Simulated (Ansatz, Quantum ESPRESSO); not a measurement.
## NaMgF3 (Neighborite): modes at Γ and the response to a field

Wanted: the vibrations of NaMgF3 (Neighborite) at Γ, by two programs.

Main program and level: Quantum ESPRESSO 7.5; DFT LDA, scalar-relativistic, plane waves, JTH PAW pseudopotentials.

The database entry behind the starting cell lists a temperature of 1273 K, so it need not match the best structure at ambient conditions.

### Step 1. Starting point

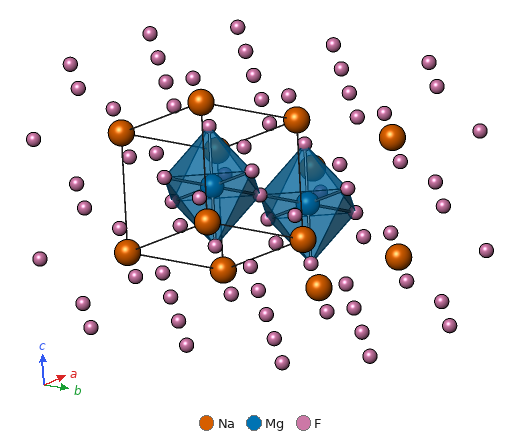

The cell as given, from a free direction (sodium orange, magnesium blue, fluorine pink). 1×2×1 cells are drawn. Some periodic images of atoms are drawn too.

### Step 2. A first look

A cheap run with smearing and empty bands tells whether the crystal has a gap, which decides between fixed occupations and smearing later on.

Contents of probe.in:

```
 &control
    calculation='scf',
    prefix='x',
    outdir='./tmp',
    pseudo_dir='./pseudo',
    tprnfor=.true.,
    tstress=.true.,
    verbosity='high',
 /
 &system
    ibrav=0,
    nat=5,
    ntyp=3,
    ecutwfc=50.0,
    ecutrho=250.0,
    occupations='smearing',
    smearing='gaussian',
    degauss=0.01,
 /
 &electrons
    conv_thr=1.0d-07,
    mixing_beta=0.7,
    electron_maxstep=100,
 /
ATOMIC_SPECIES
 Na     22.9898  Na.upf
 Mg     24.3050  Mg.upf
 F      18.9984  F.upf
CELL_PARAMETERS angstrom
     3.876000000    0.000000000    0.000000000
     0.000000000    3.876000000    0.000000000
     0.000000000    0.000000000    3.876000000
ATOMIC_POSITIONS crystal
 Na     0.000000000   0.000000000   0.000000000
 Mg     0.500000000   0.500000000   0.500000000
 F      0.500000000   0.500000000   0.000000000
 F      0.000000000   0.500000000   0.500000000
 F      0.500000000   0.000000000   0.500000000
K_POINTS automatic
 6 6 6 0 0 0
```

On the command line:

```sh
$ OMP_NUM_THREADS=1 mpirun -n 4 pw.x -nk 4 -in probe.in > probe.out
```

What it wrote:

```text
[banners, grids, parts of the stress and lines that vanish by symmetry left out]
Program PWSCF v.7.5
     file Na.upf: wavefunction(s)  2S 3S 2P 3P renormalized
     file Mg.upf: wavefunction(s)  3P renormalized
[...]
kinetic-energy cutoff     =      50.0000  Ry
     charge density cutoff     =     250.0000  Ry
     scf convergence threshold =      1.0E-07
[...]
Exchange-correlation= SLA PW NOGX NOGC
                           (   1   4   0   0   0   0   0)
[...]
48 Sym. Ops., with inversion, found
[...]
(     0          1          0      )
                  (     0          0          1      )
[...]
(  0.0000000  1.0000000  0.0000000 )
                  (  0.0000000  0.0000000  1.0000000 )
[...]
(     0         -1          0      )
                  (     0          0          1      )
[...]
( -1.0000000  0.0000000  0.0000000 )
                  (  0.0000000  1.0000000  0.0000000 )
[...]
number of k points=    20  Gaussian smearing, width (Ry)=  0.0100
[...]
End of self-consistent calculation
[...]
the Fermi energy is     4.6683 ev
!    total energy              =    -422.97292188 Ry
[...]
convergence has been achieved in   8 iterations
[...]
atom    1 type  1   force =     0.00000000    0.00000000    0.00000000
     atom    2 type  2   force =     0.00000000    0.00000000    0.00000000
     atom    3 type  3   force =     0.00000000    0.00000000    0.00000000
     atom    4 type  3   force =     0.00000000    0.00000000    0.00000000
     atom    5 type  3   force =     0.00000000    0.00000000    0.00000000
[...]
Total force =     0.000000     Total SCF correction =     0.000000
[...]
total   stress  (Ry/bohr**3)                   (kbar)     P=      -32.89
[...]
XML data file, charge density, pseudopotentials, collected wavefunctions

   JOB DONE.
```

Run time: 4.5 s. Hardware: 4 MPI ranks of Arm Neoverse V2, shared host; 18 s of CPU time.

This step gave:

```
volume per atom   : 11.65 Å³
pressure          : -3.289 GPa
gap on the k-mesh : 5.876 eV
```

A gap of 5.9 eV opens on this mesh, so the crystal is taken as an insulator; the start stands at -3.3 GPa.

### Step 3. Relaxation

Frequencies change by per cents with a per cent of volume, so the structure is first brought to rest at this level of theory.

relax.in, as its differences from probe.in of step 2:

```diff
@@ -1,3 +1,3 @@
  &control
-    calculation='scf',
+    calculation='vc-relax',
     prefix='x',
@@ -7,3 +7,5 @@
     tstress=.true.,
-    verbosity='high',
+    forc_conv_thr=2.0d-05,
+    etot_conv_thr=1.0d-07,
+    nstep=40,
  /
@@ -15,10 +17,14 @@
     ecutrho=250.0,
-    occupations='smearing',
-    smearing='gaussian',
-    degauss=0.01,
+    occupations='fixed',
+    nbnd=22,
  /
  &electrons
-    conv_thr=1.0d-07,
+    conv_thr=1.0d-11,
     mixing_beta=0.7,
     electron_maxstep=100,
+ /
+ &ions
+ /
+ &cell
+    press_conv_thr=0.1,
  /
```

On the command line:

```sh
$ OMP_NUM_THREADS=1 mpirun -n 4 pw.x -nk 4 -in relax.in > relax.out
```

What it wrote:

```text
[banners, grids, parts of the stress and lines that vanish by symmetry left out]
[banner, memory and clock lines left out]
Program PWSCF v.7.5

[...]
kinetic-energy cutoff     =      50.0000  Ry
     charge density cutoff     =     250.0000  Ry
     scf convergence threshold =      1.0E-11
[...]
energy convergence thresh.=      1.0E-07
     force convergence thresh. =      2.0E-05
     press convergence thresh. =      1.0E-01
     Exchange-correlation= SLA PW NOGX NOGC
                           (   1   4   0   0   0   0   0)
[...]
48 Sym. Ops., with inversion, found
[...]
number of k points=    20
[...]
End of self-consistent calculation
[...]
highest occupied, lowest unoccupied level (ev):     1.9113    7.7861
!    total energy              =    -422.97292194 Ry
[...]
convergence has been achieved in  12 iterations
[...]
atom    1 type  1   force =     0.00000000    0.00000000    0.00000000
     atom    2 type  2   force =     0.00000000    0.00000000    0.00000000
     atom    3 type  3   force =     0.00000000    0.00000000    0.00000000
     atom    4 type  3   force =     0.00000000    0.00000000    0.00000000
     atom    5 type  3   force =     0.00000000    0.00000000    0.00000000
     Total force =     0.000000     Total SCF correction =     0.000000
[...]
total   stress  (Ry/bohr**3)                   (kbar)     P=      -33.72
[...]
number of bfgs steps    =   0
[...]
CELL_PARAMETERS (angstrom)
[...]
ATOMIC_POSITIONS (crystal)
Na               0.0000000000        0.0000000000        0.0000000000
Mg               0.5000000000        0.5000000000        0.5000000000
F                0.5000000000        0.5000000000        0.0000000000
F                0.0000000000        0.5000000000        0.5000000000
[...]
New effective cutoffs (rho, wfc):  252.34   50.58
[...]
End of self-consistent calculation
[...]
highest occupied, lowest unoccupied level (ev):     2.0718    8.0274
!    total energy              =    -422.97417425 Ry
[...]
convergence has been achieved in  11 iterations
[...]
atom    1 type  1   force =     0.00000000    0.00000000    0.00000000
     atom    2 type  2   force =     0.00000000    0.00000000    0.00000000
     atom    3 type  3   force =     0.00000000    0.00000000    0.00000000
     atom    4 type  3   force =     0.00000000    0.00000000    0.00000000
     atom    5 type  3   force =     0.00000000    0.00000000    0.00000000
     Total force =     0.000000     Total SCF correction =     0.000000
[...]
total   stress  (Ry/bohr**3)                   (kbar)     P=      -20.91
[...]
number of bfgs steps    =   1
[...]
CELL_PARAMETERS (angstrom)
[...]
ATOMIC_POSITIONS (crystal)
[...]
New effective cutoffs (rho, wfc):  256.76   51.46
[...]
End of self-consistent calculation
[...]
highest occupied, lowest unoccupied level (ev):     2.3209    8.4010
!    total energy              =    -422.97487767 Ry
[...]
convergence has been achieved in  13 iterations
[...]
atom    1 type  1   force =     0.00000000    0.00000000    0.00000000
     atom    2 type  2   force =     0.00000000    0.00000000    0.00000000
     atom    3 type  3   force =     0.00000000    0.00000000    0.00000000
     atom    4 type  3   force =     0.00000000    0.00000000    0.00000000
[...]
Total force =     0.000000     Total SCF correction =     0.000000
[...]
total   stress  (Ry/bohr**3)                   (kbar)     P=        0.61
[...]
number of bfgs steps    =   2
[...]
CELL_PARAMETERS (angstrom)
[...]
ATOMIC_POSITIONS (crystal)
[...]
New effective cutoffs (rho, wfc):  256.63   51.44
[...]
End of self-consistent calculation
[...]
highest occupied, lowest unoccupied level (ev):     2.3137    8.3903
!    total energy              =    -422.97487822 Ry
[...]
convergence has been achieved in  10 iterations
[...]
Total force =     0.000000     Total SCF correction =     0.000000
[...]
total   stress  (Ry/bohr**3)                   (kbar)     P=       -0.03
[...]
number of bfgs steps    =   3
[...]
small trust_radius: resetting bfgs history
[...]
CELL_PARAMETERS (angstrom)
[...]
ATOMIC_POSITIONS (crystal)
[...]
New effective cutoffs (rho, wfc):  256.64   51.44
[...]
End of self-consistent calculation
[...]
highest occupied, lowest unoccupied level (ev):     2.3139    8.3906
!    total energy              =    -422.97487822 Ry
[...]
convergence has been achieved in   7 iterations
[...]
atom    3 type  3   force =     0.00000000    0.00000000    0.00000000
     atom    4 type  3   force =     0.00000000    0.00000000    0.00000000
     atom    5 type  3   force =     0.00000000    0.00000000    0.00000000
     Total force =     0.000000     Total SCF correction =     0.000000
[...]
total   stress  (Ry/bohr**3)                   (kbar)     P=       -0.02
[...]
bfgs converged in   5 scf cycles and   4 bfgs steps
[...]
End of BFGS Geometry Optimization
     Final enthalpy           =    -422.9748782248 Ry
     File ./tmp/x.bfgs deleted, as requested
[...]
CELL_PARAMETERS (angstrom)
[...]
ATOMIC_POSITIONS (crystal)
[...]
F                0.0000000000        0.5000000000        0.5000000000
F                0.5000000000        0.0000000000        0.5000000000
[...]
Final scf calculation at the relaxed structure.
[...]
kinetic-energy cutoff     =      50.0000  Ry
     charge density cutoff     =     250.0000  Ry
     scf convergence threshold =      1.0E-13
[...]
press convergence thresh. =      1.0E-01
     Exchange-correlation= SLA PW NOGX NOGC
                           (   1   4   0   0   0   0   0)
[...]
48 Sym. Ops., with inversion, found
[...]
number of k points=    20
[...]
c_bands:  1 eigenvalues not converged
[...]
End of self-consistent calculation
[...]
highest occupied, lowest unoccupied level (ev):     2.3138    8.3906
!    total energy              =    -422.97348850 Ry
[...]
convergence has been achieved in  16 iterations
[...]
atom    1 type  1   force =     0.00000000    0.00000000    0.00000000
     atom    2 type  2   force =     0.00000000    0.00000000    0.00000000
     atom    3 type  3   force =     0.00000000    0.00000000    0.00000000
     atom    4 type  3   force =     0.00000000    0.00000000    0.00000000
     atom    5 type  3   force =     0.00000000    0.00000000    0.00000000
     Total force =     0.000000     Total SCF correction =     0.000000
[...]
total   stress  (Ry/bohr**3)                   (kbar)     P=        1.16
[...]
XML data file, charge density, pseudopotentials, collected wavefunctions
```

The job ended after 29 s (4 MPI ranks).

Relaxation path:

```tsv
step	energy less that of the first step (eV)	largest force (eV/Å)	pressure (GPa)	volume (Å³)
1	0.0000	0.0000	-3.37	58.23
2	-0.0170	0.0000	-2.09	57.24
3	-0.0266	0.0000	0.06	55.76
4	-0.0266	0.0000	0.00	55.80
5	-0.0266	0.0000	0.00	55.80
6	-0.0077	0.0000	0.12	55.80
```

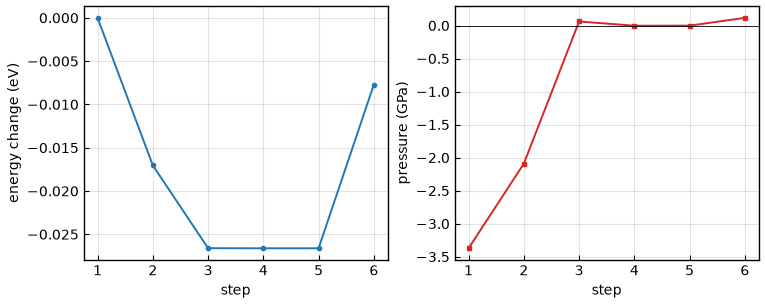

Energy and pressure along the relaxation.

```tsv
conventional cell, symmetrised	before	after	change
a (Å)	3.876	3.821	-1.4 %
b (Å)	3.876	3.821	-1.4 %
c (Å)	3.876	3.821	-1.4 %
volume (Å³/atom)	11.65	11.16	-4.2 %
```

The last row of the table of steps is pw.x's closing run on a basis chosen anew for the final cell, so its energy can jump.

This step gave:

```yaml
volume_per_atom: 11.16 Å³
pressure: 0.1160 GPa
gap_on_the_k_mesh: 6.077 eV
```

The volume changes by -4.2 % from the cell with which this run began.

### Step 4. Self-consistent run for the response

The response is built on this ground state, so it is converged far tighter than an energy would need. With a gap, occupations are fixed, which also allows the response to an electric field.

Contents of scf.in:

```
 &control
    calculation='scf',
    prefix='x',
    outdir='./tmp',
    pseudo_dir='./pseudo',
    tprnfor=.true.,
    tstress=.true.,
 /
 &system
    ibrav=0,
    nat=5,
    ntyp=3,
    ecutwfc=50.0,
    ecutrho=250.0,
    occupations='fixed',
    nbnd=22,
 /
 &electrons
    conv_thr=1.0d-12,
    mixing_beta=0.7,
    electron_maxstep=100,
 /
ATOMIC_SPECIES
 Na     22.9898  Na.upf
 Mg     24.3050  Mg.upf
 F      18.9984  F.upf
CELL_PARAMETERS angstrom
     3.821389778    0.000000000    0.000000000
     0.000000000    3.821389778    0.000000000
     0.000000000    0.000000000    3.821389778
ATOMIC_POSITIONS crystal
 Na     0.000000000   0.000000000   0.000000000
 Mg     0.500000000   0.500000000   0.500000000
 F      0.500000000   0.500000000   0.000000000
 F      0.000000000   0.500000000   0.500000000
 F      0.500000000   0.000000000   0.500000000
K_POINTS automatic
 6 6 6 0 0 0
```

On the command line:

```sh
$ OMP_NUM_THREADS=1 mpirun -n 4 pw.x -nk 4 -in scf.in > scf.out
```

What it wrote:

```text
[banners, grids, parts of the stress and lines that vanish by symmetry left out]
[banner, memory and clock lines left out]
Program PWSCF v.7.5

[...]
kinetic-energy cutoff     =      50.0000  Ry
     charge density cutoff     =     250.0000  Ry
     scf convergence threshold =      1.0E-12
[...]
Exchange-correlation= SLA PW NOGX NOGC
                           (   1   4   0   0   0   0   0)
[...]
48 Sym. Ops., with inversion, found
[...]
number of k points=    20
[...]
End of self-consistent calculation
[...]
highest occupied, lowest unoccupied level (ev):     2.3138    8.3906
!    total energy              =    -422.97348850 Ry
[...]
convergence has been achieved in  13 iterations
[...]
atom    1 type  1   force =     0.00000000    0.00000000    0.00000000
     atom    2 type  2   force =     0.00000000    0.00000000    0.00000000
     atom    3 type  3   force =     0.00000000    0.00000000    0.00000000
     atom    4 type  3   force =     0.00000000    0.00000000    0.00000000
     atom    5 type  3   force =     0.00000000    0.00000000    0.00000000
     Total force =     0.000000     Total SCF correction =     0.000000
[...]
total   stress  (Ry/bohr**3)                   (kbar)     P=        1.16
[...]
XML data file, charge density, pseudopotentials, collected wavefunctions
```

The job ended after 6 s (4 MPI ranks).

The cell stands at 0.12 GPa, close enough for phonons.

(Continued in part 2 of 3.)

[Host names and launcher messages were left out of these logs when they were recorded.]

[Logs are printed without paths, hosts, clocks, repeated set-up lines and the standing remarks that a program may print on its own settings, such as how far it seeks lower states.]

[Hosts, paths, dates, database ids (printed as entryN), source tags and the programs' standing remarks are cut or masked in the printed files.]
